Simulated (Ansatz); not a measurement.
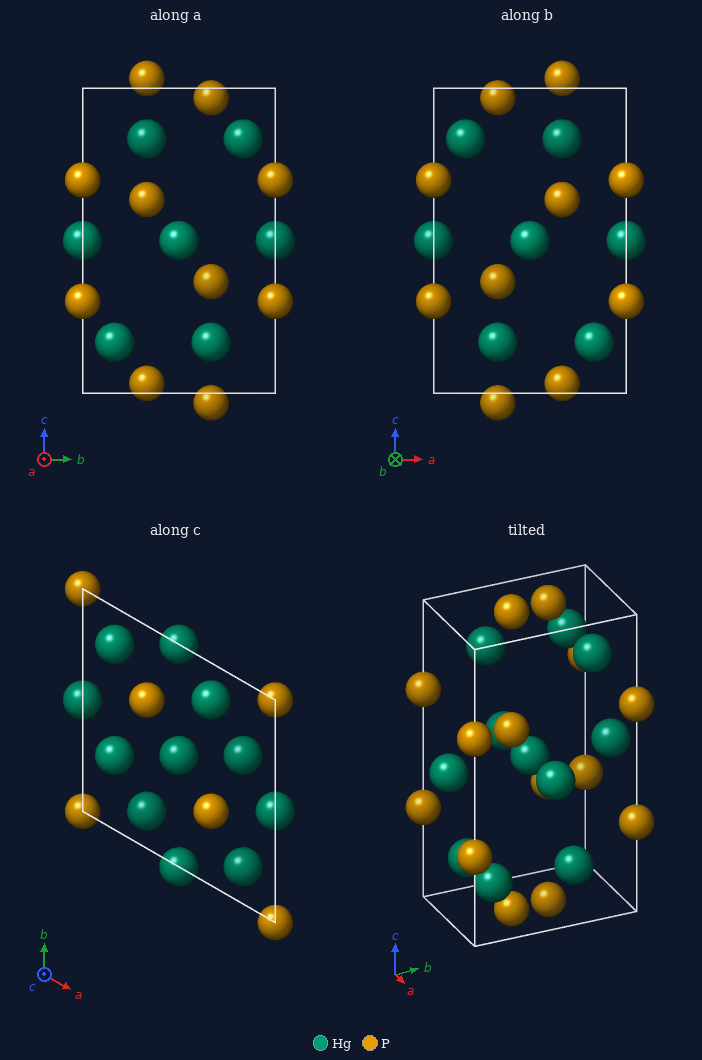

The figure gives a spheres-only picture of the atoms, viewed along the a axis, along the b axis, along the c axis and slightly off an axis. Atoms at the boundary of the conventional unit cell (the box) are drawn once for each face, edge or corner they touch.

Lattice parameters: a = 7.1350 Å, b = 7.1350 Å, c = 9.7769 Å, α = 90.000°, β = 90.000°, γ = 120.000°.

Q: Transcribe the picture into a CIF with its space group and independent sites, with free fractional coordinates to two decimals.

A:
```cif
data_structure
_symmetry_space_group_name_H-M 'R -3 m :H'
_symmetry_Int_Tables_number 166
_cell_length_a 7.1350
_cell_length_b 7.1350
_cell_length_c 9.7769
_cell_angle_alpha 90.000
_cell_angle_beta 90.000
_cell_angle_gamma 120.000
_cell_volume 431.04
loop_
_atom_site_label
_atom_site_type_symbol
_atom_site_symmetry_multiplicity
_atom_site_Wyckoff_symbol
_atom_site_fract_x
_atom_site_fract_y
_atom_site_fract_z
_atom_site_occupancy
Hg1 Hg 9 d 0.6667 0.8333 0.8333 1
P1 P 6 c 0.3333 0.6667 0.97 1
```

Its origin is a structure type filled with these elements by a generator (whether the compound takes this form wasn't checked). It was relaxed at fixed volume with DFT PBE, scalar-relativistic, plane waves, PAW (Ansatz).
